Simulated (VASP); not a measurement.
Band structure of Pd (fcc). Computed with PBE GGA with D3 dispersion (zero damping), VASP's PBE PAW potentials (set 64) (plane waves; VASP).

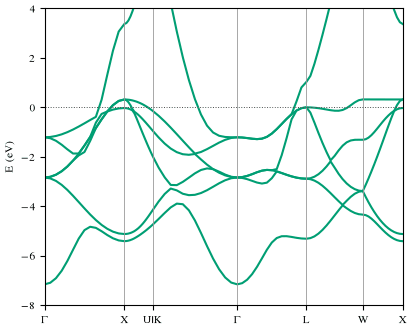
Figure: Bands along high-symmetry lines, zero at the valence-band maximum or, without a gap, the Fermi level

### Question
Read the plot: is there a gap, and where are the band edges?

### Answer
It has no gap at this level: it comes out as a metal or semimetal. (Edges off the drawn lines would not show.)

The compound is Pd in the fcc structure. It was relaxed first.
